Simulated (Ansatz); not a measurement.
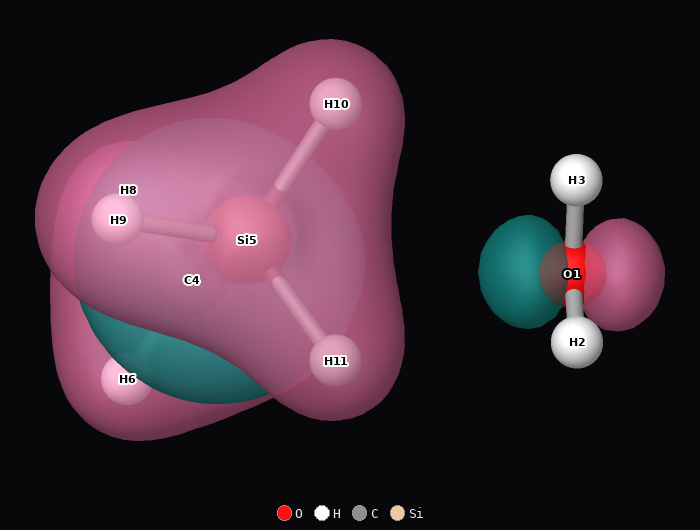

The picture shows: H$_{2}$O···CH$_{6}$Si. The HOMO−1 at ±0.08 Å⁻³ᐟ² (teal and pink are the two phases), seen from one side.

Geometry: PBE0-D4/def2-TZVP.

Computed with Ansatz, RKS PBE0-D4/def2-TZVPPD.

```
atom    x (Å)    y (Å)    z (Å)
   O   0.1527   0.0651  -2.4137
   H   1.0970   0.0913  -2.2405
   H  -0.1435   0.9704  -2.2905
   C  -0.7111  -0.9512   0.8197
  Si   0.3642   0.5700   0.9117
   H  -0.2447  -1.7887   1.3433
   H  -0.8607  -1.2299  -0.2251
   H  -1.6857  -0.7660   1.2767
   H   0.5956   0.9868   2.3224
   H  -0.2625   1.7220   0.2034
   H   1.6988   0.3303   0.2927
```

### Describe this orbital and give its energy.

Its weight (Hirshfeld) is mainly on C4 (about 40 %), Si5 (about 30 %) and H9 (about 5 %). Its energy is −9.18 eV.
